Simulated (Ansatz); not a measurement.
```yaml
atoms:
  - { symbol: Ga, position_ang: [0.0083, -0.1206, -0.1012] }
  - { symbol: H, position_ang: [0.0185, -0.5028, 1.4237] }
  - { symbol: N, position_ang: [1.5636, -0.0815, -1.0233] }
  - { symbol: H, position_ang: [2.4706, -0.1139, -0.5758] }
  - { symbol: H, position_ang: [1.6385, 0.2003, -1.9928] }
  - { symbol: N, position_ang: [-1.5644, -0.0295, -0.9900] }
  - { symbol: H, position_ang: [-2.4592, -0.0121, -0.5176] }
  - { symbol: H, position_ang: [-1.6495, 0.2643, -1.9554] }
  - { symbol: F, position_ang: [0.0483, 2.0253, 1.3191] }
  - { symbol: H, position_ang: [0.0629, 1.2822, 1.8856] }
```

These are results of RKS CAM-B3LYP-D4/def2-SVP (Ansatz), not measurements.

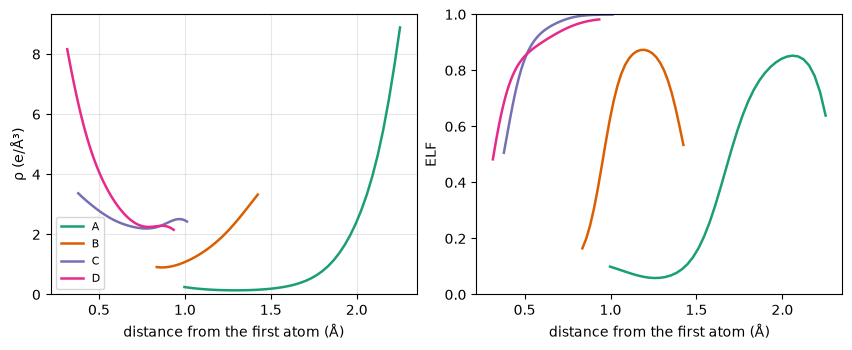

GaH5N2···HF. Total electron density and ELF along straight lines between neighbouring atoms. The curves leave out the atomic cores.

### Which curve belongs to which contact (F–H, Ga–F, Ga–N and N–H)? The first atom named is at distance zero.

Curve A: Ga1···F9 (2.57 Å): the density falls to about 0.14 e/Å³ on the way; the ELF dips to about 0.05 between them. Curve B: Ga–N (1.81 Å): the density is about 0.92 e/Å³ at the midpoint; the ELF peaks at about 0.85 in the valence shell of N, 0.6 Å from its nucleus, and is about 0.30 at the midpoint. Curve C: N–H (1.01 Å): the density is about 2.8 e/Å³ at the midpoint; the ELF climbs to about 1 towards the hydrogen, as it does in any bond to H (a covalent bond by its length). Curve D: F–H (0.93 Å): ρ at the midpoint is about 4.6 e/Å³; the ELF climbs to about 1 towards the hydrogen (a covalent bond by its length).
